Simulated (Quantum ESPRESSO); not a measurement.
Effort and miss along a sweep of K_POINTS: Sr4As2O (I4/mmm, 7 atoms in the cell)

Cell: a = 8.8668 Å, b = 8.8668 Å, c = 8.8668 Å, α = 45.58°, β = 31.80°, γ = 31.80°.

Computed with LDA (PZ), GBRV 1.5 ultrasoft (LDA) pseudopotentials (plane waves; Quantum ESPRESSO).

Base settings: ecutwfc = 40 Ry; ecutrho = 200 Ry; occupations = fixed; potentials = {Sr: sr_lda_v1.uspp.F.UPF, As: as_lda_v1.uspp.F.UPF, O: o_lda_v1.2.uspp.F.UPF}; K_POINTS = automatic 5 5 5 1 1 1; nbnd = 36; conv_thr = 1e-10 Ry; mixing_beta = 0.4.

Misses are taken against the tightest run, automatic 7 7 7 1 1 1, which need not be fully converged itself. The energy is the free energy per atom.

The count of work is k-points × plane waves × bands × iterations; it is no time, and leaves out set-up, grids and terms that scale otherwise. Core times come from one kind of shared machine and are given to one figure; runs under 30 s give none.

The starting cell comes from a database of computed structures (which also holds hypothetical and non-ambient phases and stackings), without a prior relaxation at this level. In the base run, with a pressure of about -3 GPa the cell is away from its equilibrium volume at this level.

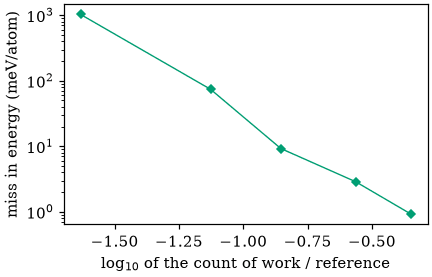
Fig. 1. Miss against the count of work; the reference run is not drawn, and misses under 0.1 meV/atom are drawn there.

```tsv
K_POINTS	energy less reference (meV/atom)	pressure less reference (GPa)	largest difference in the force on any atom (eV/Å)	count of work / reference	core time / reference (rough)
automatic 1 1 1 1 1 1	1029.98	7.19	1.780	0.023	0.1
automatic 2 2 2 1 1 1	74.08	0.39	0.131	0.075	0.2
automatic 3 3 3 1 1 1	9.23	0.02	0.013	0.14	0.2
automatic 4 4 4 1 1 1	2.87	0.01	0.004	0.27	0.3
automatic 5 5 5 1 1 1	0.91	0.01	0.002	0.45	0.5
automatic 7 7 7 1 1 1	0.00	0.00	0.000	1.0	1
```

Coarsest setting among those run that, with all tighter ones, holds the energy within 5 meV/atom of the reference: automatic 4 4 4 1 1 1, off by 2.9 meV/atom; it needs 0.27 of the reference's count of work and about 0.3 of the reference's time.

Coarsest setting among those run that, with all tighter ones, holds the energy within 2 meV/atom of the reference: automatic 5 5 5 1 1 1, off by 0.91 meV/atom; its saving against the reference is no more than about a factor of 2 in time.

Smallest miss in the energy for at most 0.1 times the reference's count of work: automatic 2 2 2 1 1 1, with a miss of 74 meV/atom at a count of 0.075.

The step from automatic 3 3 3 1 1 1 to automatic 5 5 5 1 1 1: it takes the miss in the energy from 9.2 to 0.91 meV/atom, for 3.2 times the count of work and roughly 2 times the time.
